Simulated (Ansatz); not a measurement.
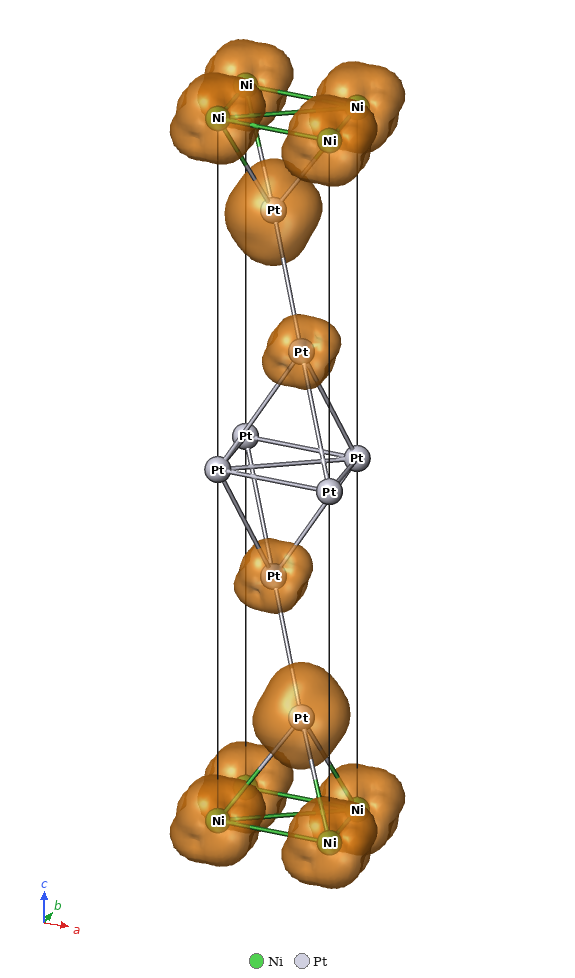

NiPt5. Isosurface of the spin density (up minus down) at +0.03 e/Å³ (orange), seen slightly off an axis. Sticks mark near contacts.

Space group P-3m1; a structure generated by program, which may or may not match a known phase; changed on purpose from its base cell (volume × 1.03, shape and atoms relaxed); computed pressure about −6 GPa in this cell; spin-polarised.

Method: DFT PBE, scalar-relativistic, plane waves, PAW in Ansatz.

In a PAW calculation such maps are meaningful between the atoms, not at the nuclei.

**Where is the spin, and how is it ordered?**

The spin density sits on Ni: +0.9 μB in one cell of 6 atoms, with smaller moments on other sites: Pt (up to +0.29 μB): parallel main moments (a ferromagnetic arrangement) in this solution. The cell of the calculation (6 atoms) carries 1.7 μB of net spin moment.
